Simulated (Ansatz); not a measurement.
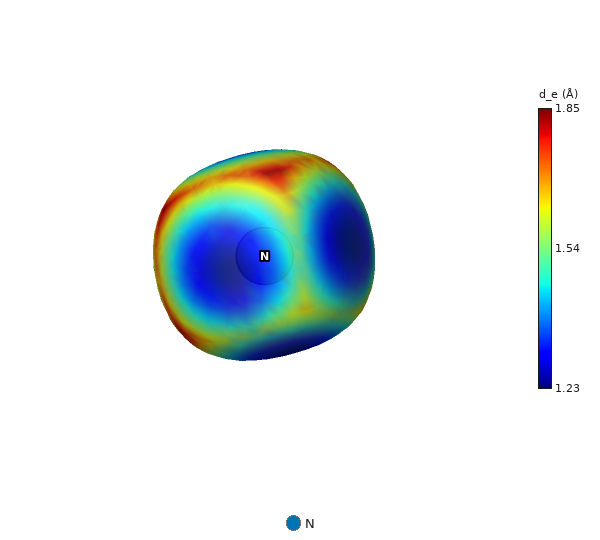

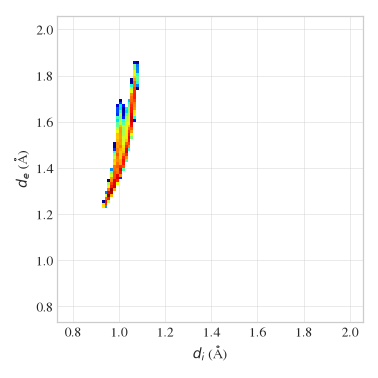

Hirshfeld surface computed for one N atom in W3N2 in space group R-3m, coloured by d_e. The second picture is its fingerprint plot, coloured by area on a logarithmic scale (blue little, red much).

The surface is where the fragment's share of the procrystal density (the sum of the densities of spherically averaged neutral Hartree-Fock atoms) equals one half. d_i and d_e are the distances from the surface to the nearest nucleus inside and outside. From Rb on the atoms have core potentials, so only their outer electrons count.

Origin of the cell: the end point of a relaxation with DFT PBE, scalar-relativistic, plane waves, PAW in Ansatz; the starting structure was generated, so it need not be a known form of this composition.

```yaml
crystal:
  lattice:
    - [2.81027, 0.00000, 0.00000]
    - [-1.40513, 2.43376, 0.00000]
    - [0.00000, 0.00000, 25.24782]
  atoms:
    - { symbol: W, position: [0.00000, 0.00000, 0.00000] }
    - { symbol: W, position: [0.33333, 0.66667, 0.88261] }
    - { symbol: W, position: [0.00000, 0.00000, 0.78405] }
    - { symbol: N, position: [0.66667, 0.33333, 0.72702] }
    - { symbol: N, position: [0.66667, 0.33333, 0.93965] }
    - { symbol: W, position: [0.66667, 0.33333, 0.33333] }
    - { symbol: W, position: [0.00000, 0.00000, 0.21595] }
    - { symbol: W, position: [0.66667, 0.33333, 0.11739] }
    - { symbol: N, position: [0.33333, 0.66667, 0.06035] }
    - { symbol: N, position: [0.33333, 0.66667, 0.27298] }
    - { symbol: W, position: [0.33333, 0.66667, 0.66667] }
    - { symbol: W, position: [0.66667, 0.33333, 0.54928] }
    - { symbol: W, position: [0.33333, 0.66667, 0.45072] }
    - { symbol: N, position: [0.00000, 0.00000, 0.39368] }
    - { symbol: N, position: [0.00000, 0.00000, 0.60632] }
```

**What is the shortest distance from the fragment to an atom outside it?**

N–W, 2.17 Å.

**How is the surface shared among contacts (nearest atom inside ··· nearest atom outside)?**

N···W 100 %. The surface faces 6 neighbours with more than 2 % of its area each: 6 W.

**Give the size and shape of the surface.**

It encloses about 4.4 Å³, has an area of about 13 Å² and a globularity of 1.00 (1 for a sphere).

**Where does the fingerprint reach closest to the origin?**

The smallest d_i + d_e is about 2.2 Å, which belongs to the shortest contact, N···W at 2.17 Å; d_e runs from 1.23 to 1.85 Å.
